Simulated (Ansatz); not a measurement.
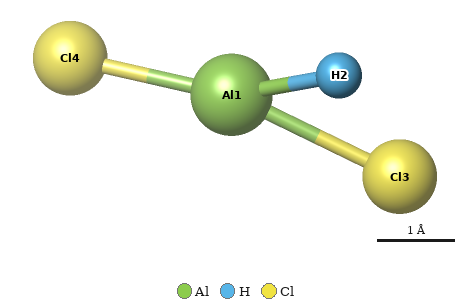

*The structure as given in the input (ball-and-stick view, seen at an oblique angle; atoms are numbered from 1 in the order of the input). Sticks mark near contacts.*

Geometry relaxation of AlHCl2

System: AlHCl2.
Method: RKS PBE-D4/def2-SVPD (Ansatz 0.2.0).

The input holds or restrains some coordinates. Forces given for the steps count only the free coordinates. It belongs to a series of runs on one base structure; here: pulled along the bonds that form and break, towards end A. Figures and captions count atoms from 1; the log counts them from 0 in places.

**Output**
```
The last accepted step is kept in [file] (removed where the run ends without a failure and the disk answers)
Engine: ansatz 0.2.0, aarch64-unknown-linux-gnu
Functional definition: PBE
  parameter kappa = 0.804
  parameter beta = 0.06672455060314922
  exchange = pbe_x(kappa = kappa, mu = beta*pi^2/3)
  correlation = pbe_c(beta = beta)
845 factors; their error is unknown
mean field evaluation 1: about -31633.1408 eV, gradient 2.6e1 eV
mean field evaluation 2: about -31612.6855 eV, gradient 8.2e1 eV
mean field evaluation 4: about -31635.4461 eV, gradient 8.2e0 eV
mean field evaluation 8: about -31635.6768 eV, gradient 3.4e-2 eV
mean field evaluation 16: about -31635.6344 eV, gradient 9.3e-6 eV
mean field -31635.63438741 eV, -1162.5881203340 hartree, gradient 9.3e-6 eV, S^2 0.000000; 0 other end points of the search recorded, 0 dependent functions left out
the calculation of the forces begins
reference -31635.63442966 eV, -1162.5881218870 hartree; 24, 24 occupied and 62, 62 virtual orbitals, 845 factors
relax step   1: F+E_penalty+E_count = -31635.71458106 eV  Δ(F+E_penalty+E_count) = +0.000e0 eV  max|allowed force component| = 1.783e0 eV/Å  E_restraint = 8.52204613 eV  max|allowed force component, restraints' pulls added| = 2.163e1 eV/Å  Δτ_max = 0.0000 Å  (30 SCF iters, accepted)
  distance H 1 - Cl 2 = 1.8713 Å
  distance Al 0 - H 1 = 1.7600 Å
  distance Al 0 - Cl 2 = 2.4300 Å
these checks for a lower state are left out or cut short: starts, cluster_reference, orbital_swaps, neighbouring_geometries, increment
845 factors; their error is unknown
mean field -31636.34077857 eV, -1162.6140797306 hartree, gradient 1.1e-5 eV, S^2 0.000000; 0 other end points of the search recorded, 0 dependent functions left out
the calculation of the forces begins
reference -31636.34082169 eV, -1162.6140813150 hartree; 24, 24 occupied and 62, 62 virtual orbitals, 845 factors
relax step   2: F+E_penalty+E_count = -31636.41861819 eV  Δ(F+E_penalty+E_count) = -7.040e-1 eV  max|allowed force component| = 1.845e0 eV/Å  E_restraint = 2.63794141 eV  max|allowed force component, restraints' pulls added| = 1.187e1 eV/Å  Δτ_max = 0.1964 Å  (35 SCF iters, accepted)
  distance H 1 - Cl 2 = 2.1986 Å
  distance Al 0 - H 1 = 1.6602 Å
  distance Al 0 - Cl 2 = 2.3969 Å
these checks for a lower state are left out or cut short: starts, cluster_reference, orbital_swaps, neighbouring_geometries, increment
845 factors; their error is unknown
mean field evaluation 32: about -31637.1280 eV, gradient 1.5e-5 eV
mean field -31637.12798209 eV, -1162.6430089262 hartree, gradient 1.5e-5 eV, S^2 0.000000; 0 other end points of the search recorded, 0 dependent functions left out
the calculation of the forces begins
reference -31637.12802557 eV, -1162.6430105241 hartree; 24, 24 occupied and 62, 62 virtual orbitals, 845 factors
relax step   3: F+E_penalty+E_count = -31637.20664021 eV  Δ(F+E_penalty+E_count) = -7.880e-1 eV  max|allowed force component| = 1.946e0 eV/Å  E_restraint = 0.21739890 eV  max|allowed force component, restraints' pulls added| = 3.773e0 eV/Å  Δτ_max = 0.1948 Å  (35 SCF iters, accepted)
  distance H 1 - Cl 2 = 2.4811 Å
  distance Al 0 - H 1 = 1.6076 Å
  distance Al 0 - Cl 2 = 2.2958 Å
these checks for a lower state are left out or cut short: starts, cluster_reference, orbital_swaps, neighbouring_geometries, increment
845 factors; their error is unknown
mean field -31637.80900939 eV, -1162.6680362180 hartree, gradient 1.1e-5 eV, S^2 0.000000; 0 other end points of the search recorded, 0 dependent functions left out
the calculation of the forces begins
reference -31637.80905310 eV, -1162.6680378242 hartree; 24, 24 occupied and 62, 62 virtual orbitals, 845 factors
relax step   4: F+E_penalty+E_count = -31637.89165001 eV  Δ(F+E_penalty+E_count) = -6.850e-1 eV  max|allowed force component| = 1.071e0 eV/Å  E_restraint = 0.02966635 eV  max|allowed force component, restraints' pulls added| = 9.085e-1 eV/Å  Δτ_max = 0.1949 Å  (34 SCF iters, accepted)
  distance H 1 - Cl 2 = 2.6085 Å
  distance Al 0 - H 1 = 1.5679 Å
  distance Al 0 - Cl 2 = 2.2092 Å
these checks for a lower state are left out or cut short: starts, cluster_reference, orbital_swaps, neighbouring_geometries, increment
845 factors; their error is unknown
mean field -31637.93238375 eV, -1162.6725701421 hartree, gradient 8.2e-6 eV, S^2 0.000000; 0 other end points of the search recorded, 0 dependent functions left out
the calculation of the forces begins
reference -31637.93242772 eV, -1162.6725717580 hartree; 24, 24 occupied and 62, 62 virtual orbitals, 845 factors
relax step   5: F+E_penalty+E_count = -31638.01749172 eV  Δ(F+E_penalty+E_count) = -1.258e-1 eV  max|allowed force component| = 1.556e0 eV/Å  E_restraint = 0.07371029 eV  max|allowed force component, restraints' pulls added| = 4.323e-1 eV/Å  Δτ_max = 0.1046 Å  (27 SCF iters, accepted)
  distance H 1 - Cl 2 = 2.6254 Å
  distance Al 0 - H 1 = 1.5507 Å
  distance Al 0 - Cl 2 = 2.1881 Å
these checks for a lower state are left out or cut short: starts, cluster_reference, orbital_swaps, neighbouring_geometries, increment
845 factors; their error is unknown
mean field -31637.93824092 eV, -1162.6727853890 hartree, gradient 7.7e-6 eV, S^2 0.000000; 0 other end points of the search recorded, 0 dependent functions left out
the calculation of the forces begins
reference -31637.93828501 eV, -1162.6727870094 hartree; 24, 24 occupied and 62, 62 virtual orbitals, 845 factors
relax step   6: F+E_penalty+E_count = -31638.02375470 eV  Δ(F+E_penalty+E_count) = -6.263e-3 eV  max|allowed force component| = 1.438e0 eV/Å  E_restraint = 0.07385735 eV  max|allowed force component, restraints' pulls added| = 1.137e-1 eV/Å  Δτ_max = 0.0302 Å  (28 SCF iters, accepted)
  distance H 1 - Cl 2 = 2.6209 Å
  distance Al 0 - H 1 = 1.5488 Å
  distance Al 0 - Cl 2 = 2.1830 Å
845 factors; their error is unknown
mean field evaluation 64: about -31636.4144 eV, gradient 2.2e1 eV
```

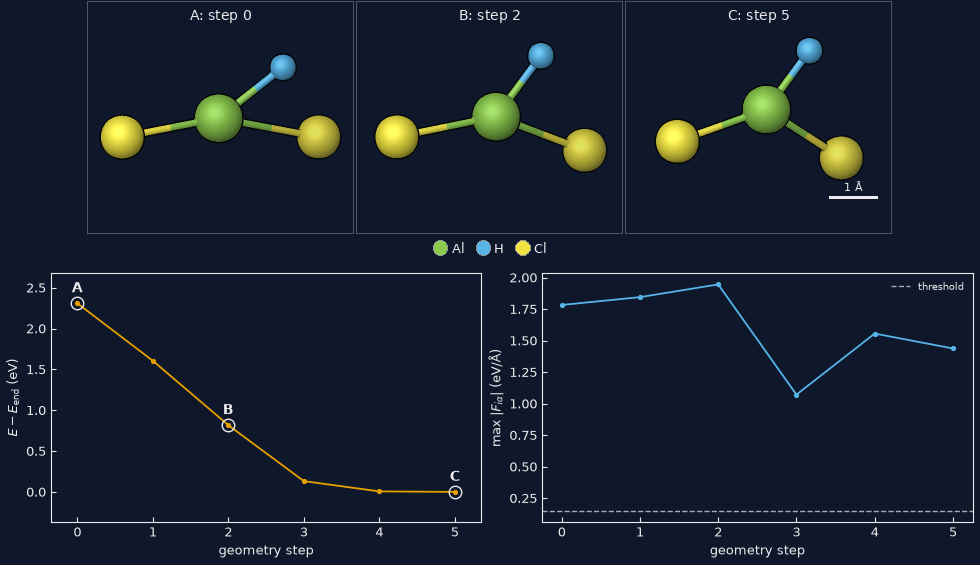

*Frames of the restrained relaxation (ball-and-stick view, seen at a tilt) above the curves, on which the letters mark them (the first geometry is step 0 here and step 1 in the log).*

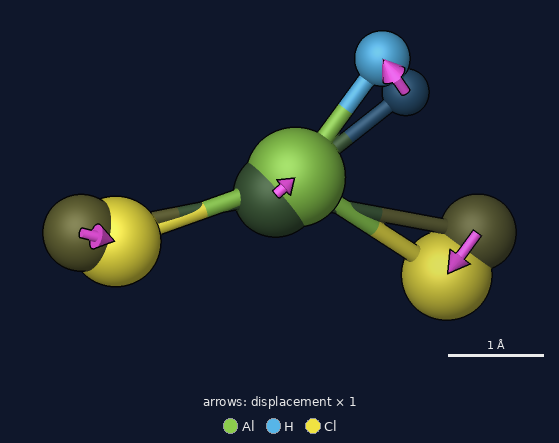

*Start (faint) and end (solid) with the displacements as pink arrows, at true length (ball-and-stick view, seen at a tilt). The two geometries are laid on each other by the best rigid fit.*

Over 5 geometry steps the energy falls by 2.309 eV. Largest force component: 1.8 eV/Å at the start, 1.4 eV/Å at the end. The largest move after the best rigid fit is that of Cl3, 0.55 Å. By element the largest moves are Cl 0.55 Å, H 0.49 Å, Al 0.28 Å. Distances before and after: Al1–Cl3 2.430 → 2.183 Å, Al1–H2 1.760 → 1.549 Å, Al1–Cl4 2.230 → 2.104 Å. Among the angles that change: H2–Al1–Cl3 50.0° → 87.5°, Cl3–Al1–Cl4 159.3° → 130.7°, H2–Al1–Cl4 150.7° → 141.8°. (Atoms are counted from 1 in the order of the input.)

```
mean field -31637.93824092 eV, -1162.6727853890 hartree, gradient 7.3e-6 eV, S^2 0.000000; 1 other end points of the search recorded, 0 dependent functions left out
the calculation of the forces begins
reference -31637.93828501 eV, -1162.6727870094 hartree; 24, 24 occupied and 62, 62 virtual orbitals, 845 factors
Total energy: -31638.02379879 eV, -1162.6759295827 hartree
Atom 0 at     0.127328    -0.000000     0.247344 Å, force     1.437556     0.000000     0.031949 eV/Å
Atom 1 at     0.461682     0.000000     1.759580 Å, force    -1.042654    -0.000000     0.731356 eV/Å
Atom 2 at     2.277366     0.000000    -0.130439 Å, force    -0.446206    -0.000000    -0.784497 eV/Å
Atom 3 at    -1.499576     0.000000    -1.087285 Å, force     0.051304    -0.000000     0.021191 eV/Å
Dipole moment:    -0.347310    -0.000000     0.101748 e Å
```

**Trajectory as extended XYZ (Å, eV, eV/Å), 6 frames, from step=1 to step=6**
```
4
Properties=species:S:1:pos:R:3:forces:R:3 step=1 energy=-31635.71458
Al    0.0000    0.0000    0.0000    0.1874   0.0000   1.3816
H     0.8998    0.0000    1.5126   -1.7826   0.0000  -0.2165
Cl    2.3982    0.0000    0.3916    0.4910   0.0000  -1.3375
Cl   -1.9312    0.0000   -1.1150    1.1042   0.0000   0.1724
4
Properties=species:S:1:pos:R:3:forces:R:3 step=2 energy=-31636.41862
Al    0.0792    0.0000    0.0526    0.7115   0.0000   0.8540
H     0.7174    0.0000    1.5852   -1.8447   0.0000  -0.0286
Cl    2.4676    0.0000    0.2546   -0.6772   0.0000  -1.5280
Cl   -1.8973    0.0000   -1.1032    1.8105   0.0000   0.7027
4
Properties=species:S:1:pos:R:3:forces:R:3 step=3 energy=-31637.20664
Al    0.1716    0.0000    0.0962    0.4676   0.0000   0.3551
H     0.5382    0.0000    1.6615   -1.3744   0.0000   0.0565
Cl    2.4674    0.0000    0.1014   -1.0388   0.0000  -1.2300
Cl   -1.8103    0.0000   -1.0699    1.9456   0.0000   0.8185
4
Properties=species:S:1:pos:R:3:forces:R:3 step=4 energy=-31637.89165
Al    0.1726    0.0000    0.1633    0.9775   0.0000   0.2816
H     0.4405    0.0000    1.7082   -1.0713   0.0000   0.4100
Cl    2.3719    0.0000   -0.0451   -0.6748   0.0000  -0.9487
Cl   -1.6182    0.0000   -1.0373    0.7687   0.0000   0.2572
4
Properties=species:S:1:pos:R:3:forces:R:3 step=5 energy=-31638.01749
Al    0.1383    0.0000    0.2231    1.5558   0.0000   0.2542
H     0.4451    0.0000    1.7432   -1.0283   0.0000   0.6780
Cl    2.3001    0.0000   -0.1147   -0.5008   0.0000  -0.8149
Cl   -1.5167    0.0000   -1.0624   -0.0267   0.0000  -0.1173
4
Properties=species:S:1:pos:R:3:forces:R:3 step=6 energy=-31638.02375
Al    0.1273    0.0000    0.2473    1.4376   0.0000   0.0319
H     0.4617    0.0000    1.7596   -1.0427   0.0000   0.7314
Cl    2.2774    0.0000   -0.1304   -0.4462   0.0000  -0.7845
Cl   -1.4996    0.0000   -1.0873    0.0513   0.0000   0.0212
```

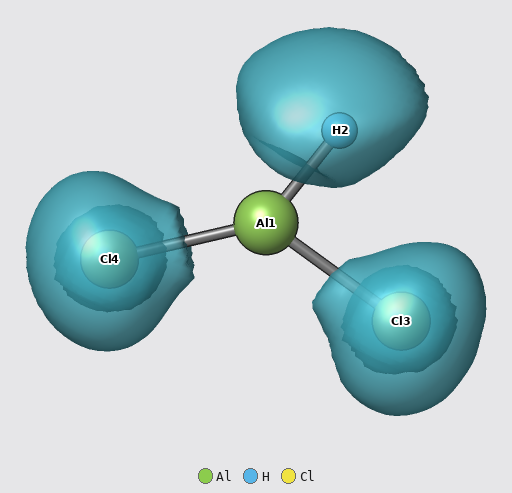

*Isosurface of the electron localisation function at 0.8 (cyan), seen face on. Only the valence region is drawn (cores and ρ < 0.01 e/Å³ removed).*

Profiles from the grid: Al–Cl (2.10 Å): the ELF peaks at about 0.85 in the valence shell of Cl, 0.9 Å from its nucleus, and is about 0.80 at the midpoint. Al–H (1.55 Å): the ELF climbs to about 1 towards the hydrogen, as it does in any bond to H.

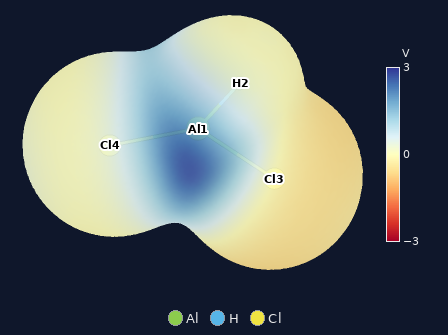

*The electrostatic potential painted on the density surface at 0.001 e/bohr³, seen at a tilt; red is negative and blue positive.*

The run was set up as follows.

**Input**
```yaml
crystal:
  periodic: [false, false, false]
  atoms:
    - { symbol: Al, position_ang: [0.0, 0.0, 0.0] }
    - { symbol: H, position_ang: [0.8998, 0.0, 1.5126] }
    - { symbol: Cl, position_ang: [2.3982, 0.0, 0.3916] }
    - { symbol: Cl, position_ang: [-1.9312, 0.0, -1.115] }
basis:
  gaussian: { orbitals: def2-SVPD }
hamiltonian:
  xc: pbe
  dispersion: d4
relax:
  f_tol: 0.15
  max_steps: 25
  restrain:
    - { distance: [1, 2], at: 2.57, k: 30.0 }
    - { distance: [0, 1], at: 1.56, k: 30.0 }
    - { distance: [0, 2], at: 2.23, k: 30.0 }
output:
  orbitals: {}
```

Launched with:
```bash
ansatz run input.yaml --threads 2 --pin off --max-ram 3072MiB --backend cpu --events-out ev --progress --plain --runs-dir out
```

**Results in brief**

- outcome: converged under the restraints of the input
- total energy: −31638.0238 eV
- mean-field energy: −31637.9383 eV
- largest force (length of the vector) at the end, held atoms and coordinates included: 1.438 eV/Å
- hardware: 2 threads of Arm Neoverse V1, 24 GiB of memory available, shared host
- wall time: 8.1 s (CPU time 15 s)
- peak memory: 0.15 GiB
